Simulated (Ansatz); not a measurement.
**InCNClF (SMILES N#[C][In]([F])[Cl]) at 6 levels**

Wanted: a comparison of 6 runs (HF/def2-SVP, B2PLYP/def2-SVP, PBE-QIDH/def2-SVP, PBE/def2-SVP, SVWN5/def2-SVP, BCCD(T)/def2-SVP) of InCNClF. 

Program for the calculation: Ansatz 0.2.0.

127 further runs of the same task are left out: 7 that didn't finish, 120 set aside as unsound or not needed.

### Step 1. The structure to begin with

InCNClF: 5 atoms, total charge 0, spin state singlet. SMILES: `N#[C][In]([F])[Cl]`. One bond was lengthened or shortened from a relaxed shape.

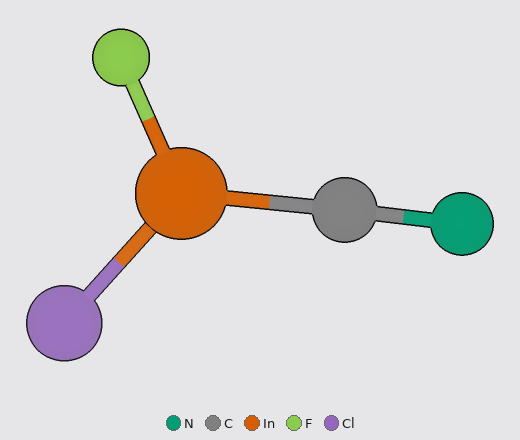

The structure, seen from a chosen angle (nitrogen teal, carbon grey, indium orange, fluorine green, chlorine purple).

### Step 2. The energy at HF/def2-SVP (core potential) (run 1)

molecule.yaml reads:

```yaml
crystal:
  periodic: [false, false, false]
  atoms:
    - {symbol: N, position_ang: [-1.575799, 1.651488, 1.862957]}
    - {symbol: C, position_ang: [-0.781900, 0.784400, 0.934900]}
    - {symbol: In, position_ang: [0.330400, -0.389600, -0.376400]}
    - {symbol: F, position_ang: [0.434400, -2.280900, -0.039700]}
    - {symbol: Cl, position_ang: [1.459700, 0.361000, -2.209100]}
basis:
  gaussian: {orbitals: def2-SVP}
hamiltonian: {xc: hf}
accuracy: high
output: {orbitals: {seedname: orbitals}}
```

The run is started by

```sh
$ ansatz run molecule.yaml --threads 1 --pin off --max-ram 3480MiB --events-out events.jsonl --progress --plain --runs-dir runs
```

Standard output:

```text
Warning: RAYON_NUM_THREADS=1 ignored (pool sized by the plan → 1); use --threads N
Functional definition: HF
  name "HF"
  exchange = exact_x
  correlation = 0
1854 factors; integrals over basis functions are off by at most 9.3e-9 eV
mean field evaluation 1: about -22853.7789 eV, gradient 4.5e1 eV
mean field evaluation 2: about -22853.8822 eV, gradient 4.5e1 eV
mean field evaluation 4: about -22858.5275 eV, gradient 1.1e1 eV
mean field evaluation 8: about -22858.8659 eV, gradient 1.0e0 eV
mean field evaluation 16: about -22858.8854 eV, gradient 1.1e-3 eV
mean field evaluation 32: about -22858.8719 eV, gradient 2.9e-1 eV
mean field evaluation 64: about -22845.4398 eV, gradient 3.4e1 eV
mean field evaluation 96: about -22858.8425 eV, gradient 5.5e-1 eV
mean field evaluation 128: about -22858.8854 eV, gradient 4.3e-3 eV
mean field -22858.88543533 eV, -840.0485454395 hartree, gradient 6.8e-8 eV, S^2 0.000000; 1 other end points of the search recorded, 0 dependent functions left out
reference -22858.88543533 eV, -840.0485454395 hartree; 30, 30 occupied and 56, 56 virtual orbitals, 1854 factors
Total energy: -22858.88543533 eV, -840.0485454395 hartree
```

Run time: 12 s. Hardware: 1 thread of Arm Neoverse N1, shared host; peak memory 0.26 GiB.

### Step 3. A single-point energy at B2PLYP/def2-SVP (core potential) (run 2)

input.yaml reads:

```yaml
crystal:
  periodic: [false, false, false]
  atoms:
    - {symbol: N, position_ang: [-1.575799, 1.651488, 1.862957]}
    - {symbol: C, position_ang: [-0.781900, 0.784400, 0.934900]}
    - {symbol: In, position_ang: [0.330400, -0.389600, -0.376400]}
    - {symbol: F, position_ang: [0.434400, -2.280900, -0.039700]}
    - {symbol: Cl, position_ang: [1.459700, 0.361000, -2.209100]}
basis:
  gaussian:
    orbitals: def2-SVP
hamiltonian:
  xc: {name: B2PLYP}
correlation:
  frozen_orbitals: {C: 1, Cl: 5, F: 1, In: 4, "N": 1}
accuracy: high
output: {orbitals: {seedname: orbitals}}
```

The run is started by

```sh
$ ansatz run input.yaml --threads 1 --pin off --max-ram 3480MiB --events-out events.jsonl --progress --plain --runs-dir runs
```

Standard output:

```text
Warning: RAYON_NUM_THREADS=1 ignored (pool sized by the plan → 1); use --threads N
Functional definition: B2PLYP
  name "B2PLYP"
  parameter a = 0.53
  parameter c = 0.27
  exchange = (1 - a)*b88_x + a*exact_x
  correlation = (1 - c)*lyp_c + c*(mp2_os + mp2_ss)
1854 factors; integrals over basis functions are off by at most 9.3e-9 eV
mean field evaluation 1: about -22902.0954 eV, gradient 4.8e1 eV
mean field evaluation 2: about -22902.2411 eV, gradient 4.8e1 eV
mean field evaluation 4: about -22905.9540 eV, gradient 2.5e1 eV
mean field evaluation 8: about -22907.3102 eV, gradient 1.5e0 eV
mean field evaluation 16: about -22907.3170 eV, gradient 6.8e-3 eV
mean field -22907.31697833 eV, -841.8283718166 hartree, gradient 7.6e-8 eV, S^2 0.000000; 0 other end points of the search recorded, 0 dependent functions left out; unrestricted orbitals would lower it
12 core orbitals not correlated: weight in the atoms' cores, before any rotation towards them, 1.000 or more for the frozen orbitals, at most 0.000 for the correlated occupied ones
reference -22907.31700347 eV, -841.8283727402 hartree; 18, 18 occupied and 56, 56 virtual orbitals, 1854 factors
second order -27.27335632 eV of doubles, -0.00000000 eV of singles
Total energy: -22914.68080967 eV, -842.0989876269 hartree
```

Wall time 22 s (1 thread of Arm Neoverse N1, shared host); peak memory 0.3 GiB.

Runs 3 to 5 aren't shown in full; the table further down has their settings and results.

### Step 4. A single-point energy at BCCD(T)/def2-SVP (core potential) (run 6)

input.yaml: that of step 3 with these lines changed.

```diff
@@ -11,7 +11,8 @@
     orbitals: def2-SVP
-hamiltonian:
-  xc: {name: B2PLYP}
+total_charge: 0
 correlation:
+  method: bccd_t
   frozen_orbitals: {C: 1, Cl: 5, F: 1, In: 4, "N": 1}
 accuracy: high
-output: {orbitals: {seedname: orbitals}}
+scf:
+  omitted_lower_state_checks: [cluster_reference, increment]
```

The run is started by

```sh
$ ansatz run input.yaml --threads 1 --pin off --max-ram 3480MiB --events-out events.jsonl --progress --plain --runs-dir runs
```

Standard output:

```text
Warning: RAYON_NUM_THREADS=1 ignored (pool sized by the plan → 1); use --threads N
[... 13 lines left out ...]
12 core orbitals not correlated: weight in the atoms' cores, before any rotation towards them, 1.000 or more for the frozen orbitals, at most 0.000 for the correlated occupied ones
[... 31 lines left out ...]
Total energy: -22880.22306818 eV, -840.8326889835 hartree
Checks for a lower state left out: cluster_reference, increment
```

Wall time 81 s (1 thread of Arm Neoverse N1, shared host); peak memory 0.63 GiB.

### Step 5. Overview of the runs

```csv
run,level,frozen core orbitals,energy (Eh),HOMO energy (eV),LUMO energy (eV),HOMO–LUMO gap (eV),wall time
1,HF/def2-SVP (core potential),–,-840.048545,-11.41,-0.23,11.19,12 s
2,B2PLYP/def2-SVP (core potential),12,-842.098988,-9.88,-2.21,7.67,22 s
3,PBE-QIDH/def2-SVP (core potential),12,-841.857340,-10.80,-1.74,9.06,25 s
4,PBE/def2-SVP (core potential),–,-842.281153,-7.74,-4.15,3.59,11 s
5,SVWN5/def2-SVP (core potential),–,-839.447599,-7.98,-4.41,3.57,7.5 s
6,BCCD(T)/def2-SVP (core potential),12,-840.832689,–,–,–,81 s
```

### Step 6. Summary of results

| quantity | value |
| --- | --- |
| run 6: total energy | -840.83269 Eh |
| run 6: correlation energy (12 core orbitals frozen) | -784.1 mEh |
| run 6: (T) correction | -39.04 mEh |

Over runs 1, 2, 3, 4, 5 the HOMO–LUMO gap runs from 3.57 eV (SVWN5/def2-SVP) to 11.19 eV (HF/def2-SVP). Exact exchange widens orbital gaps. Totals of different functionals can't be ranked against each other. In runs 2, 3, 6 the log says that unrestricted orbitals would lower the reference, so the values rest on an unstable closed-shell determinant (other closed-shell runs at this shape may share the fault). All runs together took 2.7 min, the longest 81 s.
